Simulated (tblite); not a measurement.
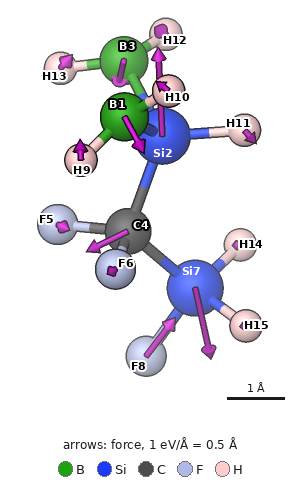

Starting geometry of CH$_{7}$B$_{2}$F$_{3}$Si$_{2}$ with the computed forces as purple arrows. The picture is a ball-and-stick view, seen from a free direction.

Theory: GFN2-xTB geometry optimisation, gas phase in tblite. 

Q: Is this structure relaxed? If not, where do the atoms go?

A: It isn't relaxed: the largest force vector, on Si2, is 3.39 eV/Å. The final displacements have little in common with the starting forces (cosine between the two patterns 0.16). After 128 geometry steps the energy has fallen by 23.5 kcal/mol. H14 moves most after the best rigid fit: 1.27 Å. Largest moves by element: H 1.27 Å, F 0.68 Å, B 0.38 Å, C 0.34 Å, Si 0.31 Å. Among the contacts that change: Si2–C4 1.852 → 1.978 Å, C4–Si7 1.839 → 1.928 Å, Si7–F8 1.691 → 1.603 Å, B3–H12 1.197 → 1.169 Å. Among the angles between lasting bonds that change: C4–Si2–H11 113.2° → 98.7°, H14–Si7–H15 108.2° → 118.4°, Si2–B1–H10 115.3° → 122.0°. Groups turn about Si2–C4 by about 30°. The run took 1 s on 1 thread of Arm Neoverse V1 (shared host).
